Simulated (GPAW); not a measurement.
# Near-edge structure at the C K edge of C (Diamond, Fd-3m), part 2 of 2

Aim: the near-edge shape at the C K edge of C (Diamond, Fd-3m), and what the core hole does to it.

GPAW 26.7.0; X-ray absorption from dipole matrix elements to empty bands, plane-wave PAW LDA.

So far. Step 2 (Ground state of the crystal): The mesh shows a gap of 4.13 eV, so the hole is first treated in a charged cell, without the excited electron. Step 3 (Spectrum without a core hole, C atom 1): Main maxima below 20 eV (height): 4.2 eV (1.54), 4.9 eV (1.53), 7.1 eV (1.24), 9.7 eV (1.73) and 17.9 eV (1.29). A K edge sees empty p states; a tetrahedral site has σ* states alone, so there is no π* peak.

### Step 5. Spectrum with FCH, C atom 1

The holes are 5.0 Å apart. In GPAW the data set carries the hole's charge, so charge=0 means a charged cell and charge=-1 a neutral one. The excited electron is left out and a uniform background balances the charge. After the field has converged, empty bands are computed with the density fixed and the dipole matrix elements are summed.

xas.py reads:

```python
import numpy as np
from ase import Atoms
from ase.parallel import parprint, paropen
from gpaw import GPAW, PW, FermiDirac, Mixer, MixerDif, setup_paths
from gpaw.test import gen
setup_paths.insert(0, '.')
gen('C', name='fch1s', xcname='LDA', corehole=(1, 0, 1), write_xml=True)

atoms = Atoms('C16',
    cell=[[0, 3.56674, 3.56674],
     [3.56674, 0, 3.56674],
     [3.56674, 3.56674, 0]],
    scaled_positions=[[0.375, 0.375, 0.375],
     [0.375, 0.375, 0.875],
     [0.375, 0.875, 0.375],
     [0.875, 0.375, 0.375],
     [0.375, 0.875, 0.875],
     [0.875, 0.375, 0.875],
     [0.875, 0.875, 0.375],
     [0.875, 0.875, 0.875],
     [0.25, 0.25, 0.25],
     [0.25, 0.25, 0.75],
     [0.25, 0.75, 0.25],
     [0.75, 0.25, 0.25],
     [0.25, 0.75, 0.75],
     [0.75, 0.25, 0.75],
     [0.75, 0.75, 0.25],
     [0.75, 0.75, 0.75]],
    pbc=True)
atoms.calc = calc = GPAW(legacy_gpaw=True, mode=PW(430), xc='LDA', setups={0: 'fch1s'},
    kpts={'size': (5, 5, 5), 'gamma': True}, occupations=FermiDirac(0.02),
    charge=0, mixer=Mixer(0.1, 5, 50), maxiter=150,
    convergence={'density': 0.0001}, txt='scf.txt')
energy = atoms.get_potential_energy() + calc.get_reference_energy()
ef = calc.get_fermi_level()
out = dict(energy=energy, fermi=ef, forces=atoms.get_forces().tolist())
parprint(f'all-electron energy {energy:.4f} eV, Fermi level {ef:.4f} eV')
ev = np.array([[calc.get_eigenvalues(k, s) for k in range(len(calc.get_ibz_k_points()))] for s in range(calc.get_number_of_spins())])
out['homo'], out['lumo'], out['counts'] = ev[ev < ef].max(), ev[ev > ef].min(), sorted(set((ev < ef).sum((0, 2)).tolist()))
out['filled'] = (ev[:, 0] < ef).sum(1).tolist()

from gpaw.xas import XAS
nb = int(calc.get_number_of_electrons() / 2) + 57
top, nb = nb, nb + 8 + nb // 12
nscf = calc.fixed_density(kpts={'size': (6, 6, 6), 'gamma': True}, nbands=nb,
    convergence={'bands': top, 'eigenstates': 1e-5}, maxiter=60, txt='nscf.txt')
cell = atoms.cell.array
ops = [cell.T @ U.T @ np.linalg.inv(cell.T) for U in nscf.wfs.kd.symmetry.op_scc]
filled = [32]  # bands filled in the ground state, by spin
E = np.arange(-6, 34, 0.1)
fwhm = np.interp(E, [4, 25], [0.9, 3.5])
Y, X, zero, highest = 0, 0, 1e9, 1e9
for spin in range(nscf.get_number_of_spins()):
    xas = XAS(nscf, mode='all', center=0, spin=spin)
    eps = xas.eps_kn
    d = xas.sigma_cmkn  # core-to-band dipole matrix elements, k weights included
    T = np.einsum('amkn,bmkn->abkn', d, d.conj()).real
    T = sum(np.einsum('ai,ijkn,bj->abkn', R, T, R) for R in ops) / len(ops)
    empty = np.ones_like(eps, bool) & (np.arange(nb) >= filled[spin])
    zero, highest = min(zero, eps[empty].min()), min(highest, eps[:, top - 1].min())
    lines = [(eps, T, empty)] if spin == 0 else lines + [(eps, T, empty)]
for eps, T, empty in lines:
    f = np.einsum('aakn->akn', T).reshape(3, -1)
    x = eps.ravel() - zero
    w = np.interp(x, E, fwhm) / 2.35482
    g = np.exp(-0.5 * ((E[:, None] - x) / w) ** 2) / (w * (2 * np.pi) ** 0.5)
    Y = Y + (f * empty.ravel()) @ g.T
    X = X + (f * ~empty.ravel()) @ g.T
out.update(E=E.round(2).tolist(), xas=Y.tolist(), xes=X.tolist(), zero=zero, valid=highest - zero, nk=len(eps), nb=nb)
for i in range(0, len(E), 10):
    parprint(f'{E[i]:7.2f}', *(f'{v:10.3e}' for v in Y[:, i]))
import json
with paropen('out.json', 'w') as f:
    json.dump(out, f)
```

Run with:

```bash
$ OMP_NUM_THREADS=1 python xas.py
```

Numbers of over 12 decimals in the logs are rounded to 6 here.

Log:

```text
Input parameters:
  convergence: {density: 0.0001}
  kpts: {gamma: True,
         size: (5, 5, 5)}
  maxiter: 150
  mixer: {backend: pulay,
          beta: 0.1,
          method: separate,
          nmaxold: 5,
          weight: 50}
  mode: {ecut: 430.0,
         name: pw}
  occupations: {fixmagmom: False,
                name: fermi-dirac,
                width: 0.02}
  setups: {0: fch1s}

Initialize ...

[... PAW data sets ...]

Reference energy: -15999.349605  # eV

Spin-paired calculation

[... convergence settings ...]
Symmetries present (total): 6
  [... symmetry matrices ...]

125 k-points: 5 x 5 x 5 Monkhorst-Pack grid
19 k-points in the irreducible part of the Brillouin zone
       k-points in crystal coordinates                weights
   0:     0.00000000    0.00000000    0.00000000          1/125
   1:     0.20000000    0.00000000   -0.20000000          6/125
   2:     0.20000000    0.00000000    0.00000000          6/125
   3:     0.20000000    0.20000000   -0.20000000          6/125
   4:     0.20000000    0.20000000    0.00000000          6/125
   5:     0.20000000    0.20000000    0.20000000          2/125
   6:     0.40000000   -0.20000000   -0.20000000          6/125
   7:     0.40000000    0.00000000   -0.40000000          6/125
   8:     0.40000000    0.00000000   -0.20000000         12/125
   9:     0.40000000    0.00000000    0.00000000          6/125
          ...
  18:     0.40000000    0.40000000    0.40000000          2/125

Wave functions: Plane wave expansion
  Cutoff energy: 430.000 eV
  Number of coefficients (min, max): 1828, 1851
  Pulay-stress correction: 0.000000 eV/Ang^3 (de/decut=0.000000)
  Using FFTW library
  Wavefunction extrapolation:
    Improved wavefunction reuse through dual PAW basis

Occupation numbers: Fermi-Dirac:
  width: 0.0200  # eV

Eigensolver
   Davidson(niter=2)

Densities:
  Coarse grid: 25*25*25 grid
  Fine grid: 50*50*50 grid
  Total Charge: 1.000000

Density mixing:
  Method: separate
  Backend: pulay
  Linear mixing parameter: 0.1
  old densities: 5
  Width of damping distribution: 1.1
  Damping of long wavelength oscillations: 50

[... Hamiltonian set-up ...]
Number of atoms: 16
Number of atomic orbitals: 64
Number of bands in calculation: 43
Number of valence electrons: 64
Bands to converge: occupied

... initialized

Initializing position-dependent things.

Density initialized from atomic densities
Creating initial wave functions:
  43 bands from LCAO basis set

                     C
               C  C
             C  C
           C  C     C
        C     C  C
            C  C
          C  C
       C

Atomic positions and initial magnetic moments

Positions:
   0 C      2.675055    2.675055    2.675055    ( 0.0000,  0.0000,  0.0000)
   1 C      4.458425    4.458425    2.675055    ( 0.0000,  0.0000,  0.0000)
   2 C      4.458425    2.675055    4.458425    ( 0.0000,  0.0000,  0.0000)
   3 C      2.675055    4.458425    4.458425    ( 0.0000,  0.0000,  0.0000)
   4 C      6.241795    4.458425    4.458425    ( 0.0000,  0.0000,  0.0000)
   5 C      4.458425    6.241795    4.458425    ( 0.0000,  0.0000,  0.0000)
   6 C      4.458425    4.458425    6.241795    ( 0.0000,  0.0000,  0.0000)
[...]
13 C      3.566740    5.350110    3.566740    ( 0.0000,  0.0000,  0.0000)
  14 C      3.566740    3.566740    5.350110    ( 0.0000,  0.0000,  0.0000)
  15 C      5.350110    5.350110    5.350110    ( 0.0000,  0.0000,  0.0000)

Unit cell:
           periodic     x           y           z      points  spacing
  1. axis:    yes    0.000000    3.566740    3.566740    25     0.1647
  2. axis:    yes    3.566740    0.000000    3.566740    25     0.1647
  3. axis:    yes    3.566740    3.566740    0.000000    25     0.1647

  Lengths:   5.044132   5.044132   5.044132
  Angles:   60.000000  60.000000  60.000000

Effective grid spacing dv^(1/3) = 0.1798

iter:   1  -193.812189
iter:   2  -191.550492   -1.84  -0.81
iter:   3  -187.898563   -1.08  -0.87
iter:   4  -187.264584   -1.99  -1.22
iter:   5  -187.302530   -2.26  -1.53
iter:   6  -187.275248   -2.85  -1.84
iter:   7  -187.243189   -2.98  -1.97
iter:   8  -187.238798   -3.54  -2.59
iter:   9  -187.237975c  -4.67  -2.81
iter:  10  -187.237943c  -5.82  -3.49
iter:  11  -187.237932c  -5.64  -3.58
iter:  12  -187.237922c  -6.57  -3.77
iter:  13  -187.237917c  -6.61  -3.88
iter:  14  -187.237915c  -7.14  -4.24c
iter:  15  -187.237915c  -7.86c -4.46c

Converged after 15 iterations.

Dipole moment: (16.742815, 16.742815, 16.742815) |e|*Ang

Energy contributions relative to reference atoms: (reference = -15999.349605)

Kinetic:        +95.392584
Potential:     -118.824053
External:        +0.000000
XC:            -163.912762
Entropy (-ST):   -0.000000
Local:           +0.106316
SIC:             +0.000000
--------------------------
Free energy:   -187.237915
Extrapolated:  -187.237915

Showing only first 2 kpts
 Kpt  Band  Eigenvalues  Occupancy
  0    30     11.70147    2.00000
  0    31     11.70148    2.00000
  0    32     15.48758    0.00000
  0    33     16.17719    0.00000

  1    30      9.60041    2.00000
  1    31     11.23010    2.00000
  1    32     16.18783    0.00000
[...]
Fermi level: 12.21050

Gap: 3.773 eV
Transition (v -> c):
  (s=0, k=0, n=31, [0.00, 0.00, 0.00]) -> (s=0, k=4, n=32, [0.20, 0.20, 0.00])
Direct/indirect transitions are different
Direct gap: 3.786 eV
Transition at: (s=0, k=0, n=31, [0.00, 0.00, 0.00])

Forces in eV/Ang:
  0 C    -0.00001   -0.00001   -0.00001
  1 C     0.00000    0.00000    0.84838
  2 C     0.00000    0.84838    0.00000
  3 C     0.84838    0.00000    0.00000
  4 C    -0.84839   -0.00000   -0.00000
  5 C    -0.00000   -0.84839   -0.00000
  6 C    -0.00000   -0.00000   -0.84839
[...]
13 C    -0.19142    0.19143   -0.19142
 14 C    -0.19142   -0.19142    0.19143
 15 C     0.19143    0.19143    0.19143
Scalar-relativistic atomic LDA calculation for C (Carbon, Z=6)
Core hole in 1s state (1s occupation: 1.0)
300 radial gridpoints.
|------------------------------------------------|
|------------------------------------------------|
[... the atom generator's iteration count ...]

Energy contributions:
-------------------------
Kinetic:      +26.191319
XC:            -3.250568
Potential:    -49.301465
-------------------------
Total:        -26.360713

state      eigenvalue         ekin         rmax
-----------------------------------------------
1s^1.0 :   -12.242791    17.075241        0.169
2s^2.0 :    -1.088966     2.357774        1.067
2p^2.0 :    -0.788324     2.200265        0.916
-----------------------------------------------
(units: Bohr and Hartree)

Generating PAW setup
Kinetic energy of the core from tauc = 17.083225
Cutoffs:
rc(s)=1.200
rc(p)=1.200
rc(d)=1.200
rc(vbar)=1.080
rc(comp)=1.200
rc(nct)=1.200

Kinetic energy of the core states: 17.075241
Charge: 1.0
Core electrons: 1.0
Valence electrons: 4.0
Pseudo-core charge: 0.009839
Shape function alpha=6.944
Pseudo-electron charge 3.948111
state    eigenvalue         norm
--------------------------------
2s(2) :    -1.088966     1.079442
*s    :    -0.088966
2p(2) :    -0.788324     0.889693
*p    :     0.211676
*d    :     0.000000
--------------------------------

Diagonalizing with gridspacing h=0.050

state   all-electron     PAW
-------------------------------
2s:      -1.088966    -1.089850
2p:      -0.788324    -0.789871
*d:                   -0.068511
*f:                   -0.014334
-------------------------------
all-electron energy -16186.5875 eV, Fermi level 12.2105 eV
[...]
31.00  3.782e-05  3.782e-05  3.782e-05
  32.00  3.764e-05  3.764e-05  3.764e-05
  33.00  4.332e-05  4.332e-05  4.332e-05
```

Run time: 3.3 min. Hardware: 1 thread of Arm Neoverse V1, shared host; peak memory 0.41 GiB.

The C K spectrum, C atom 1, full core hole (charged cell) (energy from the lowest empty level; intensity scaled to a mean of 1 over the first 19 eV):

```
E (eV)  intensity
  -2.0       0.00
  -0.5       0.07
   1.0       1.89
   2.5       2.22
   4.0       1.74
   5.5       0.92
   7.0       0.88
   8.5       0.94
  10.0       1.02
  11.5       0.27
  13.0       0.18
  14.5       0.55
  16.0       0.91
  17.5       0.85
  19.0       0.54
```

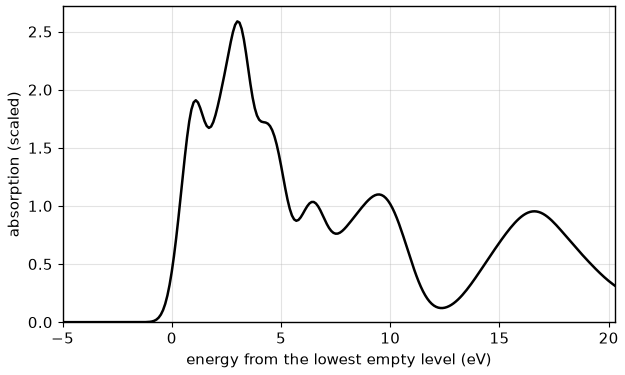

The C K edge, C atom 1, full core hole (charged cell): main maxima at 1.1, 3.0 and 9.5 eV.

Main maxima below 19 eV (height): 1.1 eV (1.91), 3.0 eV (2.59), 6.5 eV (1.03), 9.5 eV (1.10) and 16.6 eV (0.95). 

The hole costs E(hole) − E(ground) = 275.49 eV, and the lowest empty level of the hole cell on the spectrum's mesh lies at 15.47 eV, which puts the zero at 290.96 eV. One term is added: -6.67 eV, since the hole is spin-paired here and a spin-polarised one costs that much less in the free atom (computed apart). The photon energy is then 284.29 eV. The functional and the charged cell's background leave an error in such absolute values: in the free atom LDA prices this hole 2.9 eV below PBE (computed apart), and PBE is itself good to a few eV.

### Step 6. Excitation energy, C atom 1

With the excited electron kept in the cell the system stays neutral, and the energy difference is an excitation energy by itself. In a small cell that electron takes up a good share of the lowest empty band, or all of one, which shifts the value from the true onset.

Changed against the first core-hole run: core hole to XCH, with the smearing that suits a partly filled band.

scf.py reads:

```python
import numpy as np
from ase import Atoms
from ase.parallel import parprint, paropen
from gpaw import GPAW, PW, FermiDirac, Mixer, MixerDif, setup_paths
from gpaw.test import gen
setup_paths.insert(0, '.')
gen('C', name='fch1s', xcname='LDA', corehole=(1, 0, 1), write_xml=True)

atoms = Atoms('C16',
    cell=[[0, 3.56674, 3.56674],
     [3.56674, 0, 3.56674],
     [3.56674, 3.56674, 0]],
    scaled_positions=[[0.375, 0.375, 0.375],
     [0.375, 0.375, 0.875],
     [0.375, 0.875, 0.375],
     [0.875, 0.375, 0.375],
     [0.375, 0.875, 0.875],
     [0.875, 0.375, 0.875],
     [0.875, 0.875, 0.375],
     [0.875, 0.875, 0.875],
     [0.25, 0.25, 0.25],
     [0.25, 0.25, 0.75],
     [0.25, 0.75, 0.25],
     [0.75, 0.25, 0.25],
     [0.25, 0.75, 0.75],
     [0.75, 0.25, 0.75],
     [0.75, 0.75, 0.25],
     [0.75, 0.75, 0.75]],
    pbc=True)
atoms.calc = calc = GPAW(legacy_gpaw=True, mode=PW(430), xc='LDA', setups={0: 'fch1s'},
    kpts={'size': (5, 5, 5), 'gamma': True}, occupations=FermiDirac(0.04),
    charge=-1, mixer=Mixer(0.1, 5, 50), maxiter=150,
    convergence={'density': 0.0001}, txt='scf.txt')
energy = atoms.get_potential_energy() + calc.get_reference_energy()
ef = calc.get_fermi_level()
out = dict(energy=energy, fermi=ef, forces=atoms.get_forces().tolist())
parprint(f'all-electron energy {energy:.4f} eV, Fermi level {ef:.4f} eV')
ev = np.array([[calc.get_eigenvalues(k, s) for k in range(len(calc.get_ibz_k_points()))] for s in range(calc.get_number_of_spins())])
out['homo'], out['lumo'], out['counts'] = ev[ev < ef].max(), ev[ev > ef].min(), sorted(set((ev < ef).sum((0, 2)).tolist()))
out['filled'] = (ev[:, 0] < ef).sum(1).tolist()
import json
with paropen('out.json', 'w') as f:
    json.dump(out, f)
```

Run with:

```bash
$ OMP_NUM_THREADS=1 python scf.py
```

Log:

```text
Input parameters:
  charge: -1
  convergence: {density: 0.0001}
  kpts: {gamma: True,
         size: (5, 5, 5)}
  maxiter: 150
  mixer: {backend: pulay,
          beta: 0.1,
          method: separate,
          nmaxold: 5,
          weight: 50}
  mode: {ecut: 430.0,
         name: pw}
  occupations: {fixmagmom: False,
                name: fermi-dirac,
                width: 0.04}
  setups: {0: fch1s}

Initialize ...

[...]
2s(2) :    -1.088966     1.079442
*s    :    -0.088966
2p(2) :    -0.788324     0.889693
*p    :     0.211676
*d    :     0.000000
--------------------------------

Diagonalizing with gridspacing h=0.050

state   all-electron     PAW
-------------------------------
2s:      -1.088966    -1.089850
2p:      -0.788324    -0.789871
*d:                   -0.068511
*f:                   -0.014334
-------------------------------
all-electron energy -16170.6488 eV, Fermi level 16.2685 eV
[key lines of the parts left out:]
Converged after 17 iterations.
Dipole moment: (16.846214, 16.846214, 16.846214) |e|*Ang
Free energy:   -171.306377
Fermi level: 16.26848
```

It took 61 s on 1 thread; peak memory 0.25 GiB.

The total-energy difference is 291.43 eV. With the free-atom term of -6.67 eV for this edge, the photon energy is 284.76 eV.

### Step 7. With and without the hole

Both curves are counted from their own zero, so only the shift of weight within the empty states shows.

```
E (eV)  no hole   FCH
  -2.0     0.00  0.00
  -1.0     0.00  0.00
   0.0     0.04  0.44
   1.0     0.26  1.89
   2.0     0.58  1.78
   3.0     0.86  2.59
   4.0     1.49  1.74
   5.0     1.53  1.35
   6.0     0.98  0.93
   7.0     1.24  0.88
   8.0     1.10  0.82
   9.0     1.56  1.05
  10.0     1.72  1.02
  11.0     1.45  0.51
  12.0     0.69  0.14
  13.0     0.29  0.18
  14.0     0.39  0.41
  15.0     0.67  0.68
  16.0     1.00  0.91
  17.0     1.23  0.93
  18.0     1.29  0.75
  19.0     1.19  0.54
  20.0     0.93  0.35
```

With each curve scaled to its own mean, the area from −2 to 6 eV with the hole is 10.1 against 5.2, and the centre of weight from −1 to 20 eV moves by -2.9 eV: the hole pulls the absorber's empty states down.

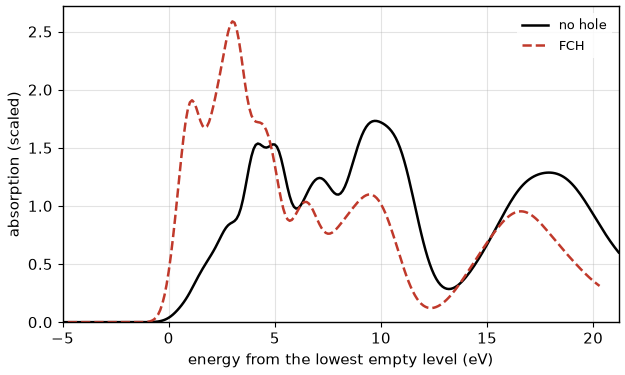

The C K edge with and without the core hole, each from its own zero; the highest intensity below 16 eV lies at 3.0 eV with the hole.

### Step 8. Outcome

```
absorber and edge                               : C K, atom 1 of the ground-state input (counted from 1)
surroundings                                    : 4 C at 1.54 Å (tetrahedral, site symmetry -43m)
highest intensity below 16 eV                   : 3.0 eV above the zero, height 2.59
photon energy of the zero, with the added terms : 284.3 eV (raw 291.0 eV; LDA puts this hole about 3 eV below PBE, itself good to a few eV)
```

**Reading.** The C K edge of atom 1, with 4 C at 1.54 Å (tetrahedral, site symmetry -43m), has its highest intensity of the first 16 eV at 3.0 eV above the zero, near 287 eV in photon energy (LDA puts this hole about 3 eV below PBE, itself good to a few eV), 2.6 times the mean level of the first 19 eV (Gaussian full width 0.9 eV up to 4 eV, rising linearly to 3.5 eV at 25 eV). With each curve scaled to its own mean, the area from −2 to 6 eV with the hole is 10.1 against 5.2, and the centre of weight from −1 to 20 eV moves by -2.9 eV: the hole pulls the absorber's empty states down. The neutral-cell energy lies +0.5 eV from the charged-cell zero, a gap made of the charged-cell error and of where the added electron settles. The holes are only 5.0 Å apart, so the shape is probably not converged with cell size; no larger cell was run here. The mesh is coarse (0.25 Å⁻¹ between points), so small maxima may be mesh ripples. The structure is a published determination, not relaxed.

[Banner, clock and machine lines of the logs are left out without a mark of their own.]

[Logs are printed without paths, hosts, clocks, repeated set-up lines and the standing remarks that a program may print on its own settings, such as how far it seeks lower states.]

[Hosts, paths, dates, database ids (printed as entryN), source tags and the programs' standing remarks are cut or masked in the printed files.]

[Lists of maxima count a maximum above −3 eV only where it reaches 4 % of the highest in the window and stands out from its surroundings by 2 % of it (1.5 % where it reaches 55 %); shoulders and weaker maxima are passed over, and of the rest the first, up to two pre-edge ones and the few strongest are named.]
